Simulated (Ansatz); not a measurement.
Relaxed BAs (zinc blende):

```yaml
crystal:
  lattice:
    - [0.00000, 4.80936, 4.80936]
    - [2.40468, 2.40468, 4.80936]
    - [2.40468, 2.40468, 0.00000]
  atoms:
    - { symbol: As, position: [0.00000, 0.75000, 0.75000] }
    - { symbol: As, position: [0.50000, 0.75000, 0.75000] }
    - { symbol: B, position: [0.00000, 0.00000, 0.00000] }
    - { symbol: B, position: [0.50000, 0.00000, 0.00000] }
```

The atoms are displaced by Q × the pattern below (from a DFPT mode at X = (0.5, 0.5, 0.0), largest move 1; Q in Å), at fixed cell. (q is in reciprocal vectors of the primitive cell; the cell shown is doubled to hold the pattern.)

```json
[
 {"atom": "B3", "x": "0.000", "y": "0.000", "z": "1.000"},
 {"atom": "B4", "x": "0.000", "y": "0.000", "z": "-1.000"}
]
```

Atoms not listed stay in place.

Calculation: PBE (plane waves to 420 eV, PAW, scalar-relativistic; Ansatz, an electronic-structure program). k mesh 12×12×12 (Γ-centred), Fermi-Dirac smearing 0.05 eV. The energy includes the smearing's −TS. BAs was relaxed with its symmetry unable to fall. The PAW data are Ansatz's earlier set. The zero of ΔE is the undisplaced structure.

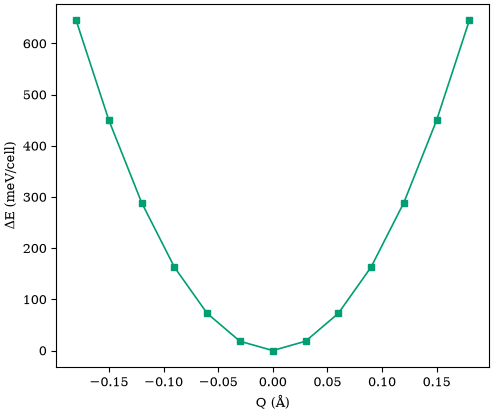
Fig. 1. ΔE (meV/cell) against Q (Å); markers are the computed points, lines only join them.

**Question.** What is the energy change at Q = 0.180 Å?

**Answer.** About 650 meV/cell.

**Question.** What harmonic wavenumber does the curvature at Q = 0 give?

**Answer.** About 710 cm⁻¹.

(For displaced atoms, the force is minus the slope of the energy, and its curvature is a force constant, which sets phonon frequencies.)
